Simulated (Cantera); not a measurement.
Feed: 1 mol SiCl4, 0.29 mol HCl, 37 mol H2, at 1000 Pa.

Equilibrium computed with Cantera from the NASA thermochemical tables; the gas is ideal and each condensed phase is pure. Candidate condensed phases: Si; 19 gas species. The tables' values for SiCl3 are old estimates; treat these amounts as uncertain. Kinetics and transport are ignored.

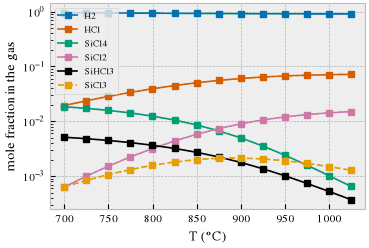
Figure. Equilibrium gas composition (values under 1e-9 drawn at 1e-9)

From 700 °C to 1025 °C the condensed part is Si(s). The main Si-bearing gas is SiCl4 at 700 °C and SiCl2 at 1025 °C. The share of Si in condensed phases is highest at 975 °C (32.3 %) and lowest at 700 °C (4.3 %).
